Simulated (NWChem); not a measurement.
Energy and gradient calculation of SiH₂Cl₂ (part 2 of 4)

Continued. System: SiH₂Cl₂, SMILES Cl[SiH2]Cl. Method: B3LYP/6-31G*, RKS (NWChem 7.3.0). The geometry comes from this level: PBE0-D4/def2-TZVP.

Geometry of the input (Å):
```
Cl -1.0361  -0.3934  1.6093
Si 0.1368  -0.0717  -0.0289
Cl -0.7992  1.1968  -1.3240
H  0.3520  -1.3622  -0.7112
H  1.3965  0.5566  0.4134
```

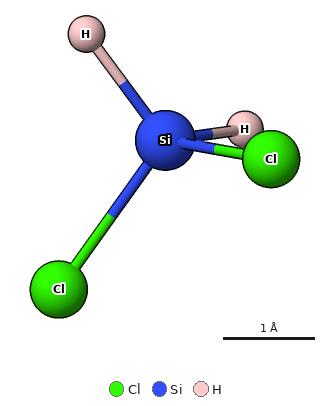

Fig. 1: The input geometry (ball-and-stick view, seen at a tilt).

**Log, continued**
```
 Vector    7  Occ=2.000000D+00  E=-7.229535D+00
              MO Center= -9.7D-01,  8.3D-02,  7.3D-01, r^2= 2.4D+00
   Bfn.  Coefficient  Atom+Function         Bfn.  Coefficient  Atom+Function
  ----- ------------  ---------------      ----- ------------  ---------------
     5      0.670935  1 Cl pz                 3     -0.466666  1 Cl px
    41     -0.349788  3 Cl pz                40      0.336408  3 Cl py
    39     -0.241434  3 Cl px                 4     -0.139221  1 Cl py

 Vector    8  Occ=2.000000D+00  E=-7.223393D+00
              MO Center= -8.7D-01,  6.9D-01, -3.9D-01, r^2= 2.5D+00
   Bfn.  Coefficient  Atom+Function         Bfn.  Coefficient  Atom+Function
  ----- ------------  ---------------      ----- ------------  ---------------
    39      0.644077  3 Cl px                41     -0.499932  3 Cl pz
     3     -0.397016  1 Cl px                 4      0.336980  1 Cl py
     5     -0.206225  1 Cl pz                40     -0.057541  3 Cl py

 Vector    9  Occ=2.000000D+00  E=-7.223373D+00
              MO Center= -9.6D-01,  1.1D-01,  6.7D-01, r^2= 2.5D+00
   Bfn.  Coefficient  Atom+Function         Bfn.  Coefficient  Atom+Function
  ----- ------------  ---------------      ----- ------------  ---------------
     3      0.579417  1 Cl px                 4     -0.491799  1 Cl py
    39      0.441422  3 Cl px                41     -0.342634  3 Cl pz
     5      0.300976  1 Cl pz                40     -0.039433  3 Cl py

 Vector   10  Occ=2.000000D+00  E=-7.223045D+00
              MO Center= -8.7D-01,  7.0D-01, -4.1D-01, r^2= 2.5D+00
   Bfn.  Coefficient  Atom+Function         Bfn.  Coefficient  Atom+Function
  ----- ------------  ---------------      ----- ------------  ---------------
    40      0.641813  3 Cl py                 4      0.432234  1 Cl py
    41      0.376159  3 Cl pz                39      0.349312  3 Cl px
     5      0.253336  1 Cl pz                 3      0.235277  1 Cl px

 Vector   11  Occ=2.000000D+00  E=-7.223027D+00
              MO Center= -9.6D-01,  1.0D-01,  6.9D-01, r^2= 2.5D+00
   Bfn.  Coefficient  Atom+Function         Bfn.  Coefficient  Atom+Function
  ----- ------------  ---------------      ----- ------------  ---------------
     4      0.641832  1 Cl py                40     -0.432307  3 Cl py
     5      0.376185  1 Cl pz                 3      0.349370  1 Cl px
    41     -0.253369  3 Cl pz                39     -0.235287  3 Cl px

 Vector   12  Occ=2.000000D+00  E=-5.358340D+00
              MO Center=  1.3D-01, -7.1D-02, -2.9D-02, r^2= 1.1D-01
   Bfn.  Coefficient  Atom+Function         Bfn.  Coefficient  Atom+Function
  ----- ------------  ---------------      ----- ------------  ---------------
    20      1.026622  2 Si s                 19     -0.268990  2 Si s
    24      0.031207  2 Si s

 Vector   13  Occ=2.000000D+00  E=-3.718388D+00
              MO Center=  1.4D-01, -7.2D-02, -2.9D-02, r^2= 1.0D-01
   Bfn.  Coefficient  Atom+Function         Bfn.  Coefficient  Atom+Function
  ----- ------------  ---------------      ----- ------------  ---------------
    23      0.869025  2 Si pz                22     -0.471170  2 Si py
    21     -0.070106  2 Si px                27      0.030089  2 Si pz

 Vector   14  Occ=2.000000D+00  E=-3.716506D+00
              MO Center=  1.4D-01, -7.2D-02, -2.9D-02, r^2= 1.0D-01
   Bfn.  Coefficient  Atom+Function         Bfn.  Coefficient  Atom+Function
  ----- ------------  ---------------      ----- ------------  ---------------
    21      0.894531  2 Si px                22     -0.401610  2 Si py
    23     -0.145582  2 Si pz                25      0.029468  2 Si px

 Vector   15  Occ=2.000000D+00  E=-3.713852D+00
              MO Center=  1.4D-01, -7.2D-02, -2.9D-02, r^2= 1.0D-01
   Bfn.  Coefficient  Atom+Function         Bfn.  Coefficient  Atom+Function
  ----- ------------  ---------------      ----- ------------  ---------------
    22      0.774335  2 Si py                23      0.453835  2 Si pz
    21      0.421506  2 Si px

 Vector   16  Occ=2.000000D+00  E=-8.603883D-01
              MO Center= -7.7D-01,  3.3D-01,  1.2D-01, r^2= 2.9D+00
   Bfn.  Coefficient  Atom+Function         Bfn.  Coefficient  Atom+Function
  ----- ------------  ---------------      ----- ------------  ---------------
     6      0.487958  1 Cl s                 42      0.488365  3 Cl s
     2     -0.249111  1 Cl s                 38     -0.249317  3 Cl s
    24      0.214588  2 Si s                 10      0.201420  1 Cl s
    46      0.201578  3 Cl s                 20     -0.105140  2 Si s
    25     -0.074195  2 Si px                 9     -0.060405  1 Cl pz

 Vector   17  Occ=2.000000D+00  E=-8.351717D-01
              MO Center= -8.2D-01,  3.6D-01,  1.3D-01, r^2= 3.2D+00
   Bfn.  Coefficient  Atom+Function         Bfn.  Coefficient  Atom+Function
  ----- ------------  ---------------      ----- ------------  ---------------
     6      0.525655  1 Cl s                 42     -0.525266  3 Cl s
     2     -0.266020  1 Cl s                 38      0.265821  3 Cl s
    10      0.217827  1 Cl s                 46     -0.217656  3 Cl s
    27      0.110722  2 Si pz                26     -0.060013  2 Si py
     1      0.059000  1 Cl s                 37     -0.058956  3 Cl s

 Vector   18  Occ=2.000000D+00  E=-5.598880D-01
              MO Center= -3.9D-02,  7.5D-03, -3.4D-04, r^2= 3.1D+00
   Bfn.  Coefficient  Atom+Function         Bfn.  Coefficient  Atom+Function
  ----- ------------  ---------------      ----- ------------  ---------------
    24      0.553920  2 Si s                 20     -0.245135  2 Si s
     6     -0.211649  1 Cl s                 42     -0.211680  3 Cl s
     9     -0.167408  1 Cl pz                10     -0.133924  1 Cl s
    46     -0.133953  3 Cl s                 55      0.134223  4 H  s
    57      0.134225  5 H  s                 44     -0.132864  3 Cl py

 Vector   19  Occ=2.000000D+00  E=-4.228875D-01
              MO Center= -8.2D-01,  3.6D-01,  1.3D-01, r^2= 3.8D+00
   Bfn.  Coefficient  Atom+Function         Bfn.  Coefficient  Atom+Function
  ----- ------------  ---------------      ----- ------------  ---------------
     9     -0.330775  1 Cl pz                 7      0.320977  1 Cl px
    27      0.303454  2 Si pz                44      0.287166  3 Cl py
    43     -0.275369  3 Cl px                45     -0.234177  3 Cl pz
    26     -0.164585  2 Si py                 5      0.131145  1 Cl pz
     3     -0.127289  1 Cl px                11      0.124665  1 Cl px

 Vector   20  Occ=2.000000D+00  E=-4.199154D-01
              MO Center=  1.3D-01, -6.6D-02, -2.7D-02, r^2= 3.0D+00
   Bfn.  Coefficient  Atom+Function         Bfn.  Coefficient  Atom+Function
  ----- ------------  ---------------      ----- ------------  ---------------
    26      0.319901  2 Si py                44      0.199874  3 Cl py
     8      0.198495  1 Cl py                27      0.187570  2 Si pz
    57      0.188332  5 H  s                 55     -0.187322  4 H  s
    25      0.175716  2 Si px                58      0.154958  5 H  s
    56     -0.154066  4 H  s                 22     -0.129051  2 Si py

 Vector   21  Occ=2.000000D+00  E=-4.197003D-01
              MO Center= -2.6D-01,  1.0D-01,  3.5D-02, r^2= 3.7D+00
   Bfn.  Coefficient  Atom+Function         Bfn.  Coefficient  Atom+Function
  ----- ------------  ---------------      ----- ------------  ---------------
    25      0.335494  2 Si px                 9      0.324421  1 Cl pz
    45     -0.324719  3 Cl pz                 8     -0.176303  1 Cl py
    44      0.175382  3 Cl py                26     -0.152033  2 Si py
    49     -0.138126  3 Cl pz                13      0.133340  1 Cl pz
    21     -0.133511  2 Si px                55      0.133611  4 H  s

 Vector   22  Occ=2.000000D+00  E=-3.496736D-01
              MO Center= -7.5D-01,  3.3D-01,  1.2D-01, r^2= 4.0D+00
   Bfn.  Coefficient  Atom+Function         Bfn.  Coefficient  Atom+Function
  ----- ------------  ---------------      ----- ------------  ---------------
    43      0.437068  3 Cl px                 7      0.424303  1 Cl px
    47      0.238233  3 Cl px                 8     -0.235689  1 Cl py
    11      0.230138  1 Cl px                39     -0.171020  3 Cl px
     3     -0.165915  1 Cl px                44     -0.150904  3 Cl py
    45     -0.148385  3 Cl pz                12     -0.132051  1 Cl py

 Vector   23  Occ=2.000000D+00  E=-3.440497D-01
              MO Center= -8.9D-01,  3.9D-01,  1.4D-01, r^2= 3.9D+00
   Bfn.  Coefficient  Atom+Function         Bfn.  Coefficient  Atom+Function
  ----- ------------  ---------------      ----- ------------  ---------------
     8      0.401610  1 Cl py                44     -0.401675  3 Cl py
     9      0.235377  1 Cl pz                45     -0.235414  3 Cl pz
    12      0.223991  1 Cl py                48     -0.224030  3 Cl py
     7      0.218607  1 Cl px                43     -0.218623  3 Cl px
     4     -0.157324  1 Cl py                40      0.157349  3 Cl py

 Vector   24  Occ=2.000000D+00  E=-3.344071D-01
              MO Center= -8.6D-01,  3.7D-01,  1.3D-01, r^2= 4.0D+00
   Bfn.  Coefficient  Atom+Function         Bfn.  Coefficient  Atom+Function
  ----- ------------  ---------------      ----- ------------  ---------------
    45      0.398787  3 Cl pz                43     -0.344339  3 Cl px
     8     -0.330457  1 Cl py                 9      0.295955  1 Cl pz
     7      0.288436  1 Cl px                49      0.212459  3 Cl pz
    47     -0.178093  3 Cl px                12     -0.174102  1 Cl py
    13      0.159444  1 Cl pz                41     -0.154886  3 Cl pz

 Vector   25  Occ=2.000000D+00  E=-3.255345D-01
              MO Center= -3.5D-01,  1.5D-01,  5.1D-02, r^2= 4.1D+00
   Bfn.  Coefficient  Atom+Function         Bfn.  Coefficient  Atom+Function
  ----- ------------  ---------------      ----- ------------  ---------------
     8      0.339872  1 Cl py                44      0.339775  3 Cl py
    56      0.250042  4 H  s                 58     -0.250030  5 H  s
     9      0.199202  1 Cl pz                45      0.199132  3 Cl pz
     7      0.184986  1 Cl px                43      0.184916  3 Cl px
    12      0.182028  1 Cl py                48      0.181971  3 Cl py

 Vector   26  Occ=0.000000D+00  E=-5.064440D-03
              MO Center= -2.2D-01,  8.8D-02,  3.0D-02, r^2= 4.3D+00
   Bfn.  Coefficient  Atom+Function         Bfn.  Coefficient  Atom+Function
  ----- ------------  ---------------      ----- ------------  ---------------
    29      0.958852  2 Si px                28     -0.778078  2 Si s
    10      0.595303  1 Cl s                 46      0.591441  3 Cl s
    13     -0.467848  1 Cl pz                24     -0.459534  2 Si s
    49      0.439269  3 Cl pz                30     -0.428554  2 Si py
    25      0.402531  2 Si px                48     -0.282842  3 Cl py

 Vector   27  Occ=0.000000D+00  E=-2.868376D-03
              MO Center=  3.6D-01, -1.7D-01, -6.5D-02, r^2= 4.2D+00
   Bfn.  Coefficient  Atom+Function         Bfn.  Coefficient  Atom+Function
  ----- ------------  ---------------      ----- ------------  ---------------
    31      1.119722  2 Si pz                46      0.628566  3 Cl s
    10     -0.624704  1 Cl s                 30     -0.608743  2 Si py
    27      0.420049  2 Si pz                11     -0.352551  1 Cl px
    47      0.322745  3 Cl px                48     -0.254278  3 Cl py
    13      0.241153  1 Cl pz                26     -0.228423  2 Si py

 Vector   28  Occ=0.000000D+00  E= 6.600059D-02
              MO Center=  4.2D-01, -2.0D-01, -7.5D-02, r^2= 3.5D+00
   Bfn.  Coefficient  Atom+Function         Bfn.  Coefficient  Atom+Function
  ----- ------------  ---------------      ----- ------------  ---------------
    24      1.080269  2 Si s                 56     -0.940227  4 H  s
    58     -0.940338  5 H  s                 29      0.764227  2 Si px
    28      0.433186  2 Si s                 30     -0.342915  2 Si py
    11     -0.182857  1 Cl px                47     -0.179503  3 Cl px
    20     -0.162812  2 Si s                 25      0.162329  2 Si px

 Vector   29  Occ=0.000000D+00  E= 8.024608D-02
              MO Center= -1.7D-01,  6.4D-02,  2.0D-02, r^2= 3.8D+00
   Bfn.  Coefficient  Atom+Function         Bfn.  Coefficient  Atom+Function
  ----- ------------  ---------------      ----- ------------  ---------------
    30      1.146910  2 Si py                56      1.069692  4 H  s
    58     -1.069639  5 H  s                 31      0.672229  2 Si pz
    29      0.624354  2 Si px                26      0.435700  2 Si py
    27      0.255364  2 Si pz                12     -0.244135  1 Cl py
    48     -0.244205  3 Cl py                25      0.237186  2 Si px

 Vector   30  Occ=0.000000D+00  E= 1.617642D-01
              MO Center=  4.4D-01, -2.1D-01, -7.8D-02, r^2= 5.5D+00
   Bfn.  Coefficient  Atom+Function         Bfn.  Coefficient  Atom+Function
  ----- ------------  ---------------      ----- ------------  ---------------
    28      3.449307  2 Si s                 24     -1.354279  2 Si s
    56     -0.833456  4 H  s                 58     -0.833366  5 H  s
    10     -0.437625  1 Cl s                 46     -0.437828  3 Cl s
    29      0.319194  2 Si px                13      0.301818  1 Cl pz
     6     -0.266182  1 Cl s                 42     -0.266171  3 Cl s

 Vector   31  Occ=0.000000D+00  E= 1.955273D-01
              MO Center=  2.3D-01, -1.1D-01, -4.3D-02, r^2= 4.9D+00
   Bfn.  Coefficient  Atom+Function         Bfn.  Coefficient  Atom+Function
  ----- ------------  ---------------      ----- ------------  ---------------
    30      1.127839  2 Si py                26     -0.939245  2 Si py
    31      0.661053  2 Si pz                29      0.614100  2 Si px
    27     -0.550518  2 Si pz                25     -0.511428  2 Si px
    22      0.202490  2 Si py                23      0.118685  2 Si pz
    12     -0.110506  1 Cl py                21      0.110258  2 Si px

 Vector   32  Occ=0.000000D+00  E= 2.005209D-01
              MO Center=  7.0D-02, -4.2D-02, -1.8D-02, r^2= 4.4D+00
   Bfn.  Coefficient  Atom+Function         Bfn.  Coefficient  Atom+Function
  ----- ------------  ---------------      ----- ------------  ---------------
    29     -1.143055  2 Si px                25      1.134475  2 Si px
    28      0.938016  2 Si s                 30      0.513091  2 Si py
    26     -0.509248  2 Si py                10     -0.320942  1 Cl s
    46     -0.320704  3 Cl s                 56     -0.311975  4 H  s
    58     -0.311958  5 H  s                 24     -0.287519  2 Si s

 Vector   33  Occ=0.000000D+00  E= 2.067464D-01
              MO Center=  2.6D-02, -2.2D-02, -1.1D-02, r^2= 4.6D+00
   Bfn.  Coefficient  Atom+Function         Bfn.  Coefficient  Atom+Function
  ----- ------------  ---------------      ----- ------------  ---------------
    27      1.153326  2 Si pz                31     -1.117376  2 Si pz
    26     -0.625545  2 Si py                30      0.606037  2 Si py
    23     -0.245139  2 Si pz                10      0.233002  1 Cl s
    13      0.232160  1 Cl pz                46     -0.233004  3 Cl s
    49      0.200351  3 Cl pz                48     -0.161541  3 Cl py

 Vector   34  Occ=0.000000D+00  E= 3.670825D-01
              MO Center= -1.1D+00,  4.8D-01,  1.7D-01, r^2= 7.2D+00
   Bfn.  Coefficient  Atom+Function         Bfn.  Coefficient  Atom+Function
  ----- ------------  ---------------      ----- ------------  ---------------
    13      0.655395  1 Cl pz                 6     -0.555859  1 Cl s
    42      0.555836  3 Cl s                 49      0.523391  3 Cl pz
    48     -0.502462  3 Cl py                11     -0.454597  1 Cl px
     9     -0.448830  1 Cl pz                47      0.359564  3 Cl px
    10      0.354328  1 Cl s                 46     -0.354073  3 Cl s

 Vector   35  Occ=0.000000D+00  E= 3.869800D-01
              MO Center= -8.1D-01,  3.5D-01,  1.3D-01, r^2= 6.2D+00
   Bfn.  Coefficient  Atom+Function         Bfn.  Coefficient  Atom+Function
  ----- ------------  ---------------      ----- ------------  ---------------
    13      0.830779  1 Cl pz                49     -0.774625  3 Cl pz
     9     -0.606145  1 Cl pz                45      0.600443  3 Cl pz
    48      0.512223  3 Cl py                29     -0.484232  2 Si px
    12     -0.358020  1 Cl py                44     -0.334609  3 Cl py
     8      0.319429  1 Cl py                56      0.286850  4 H  s
```
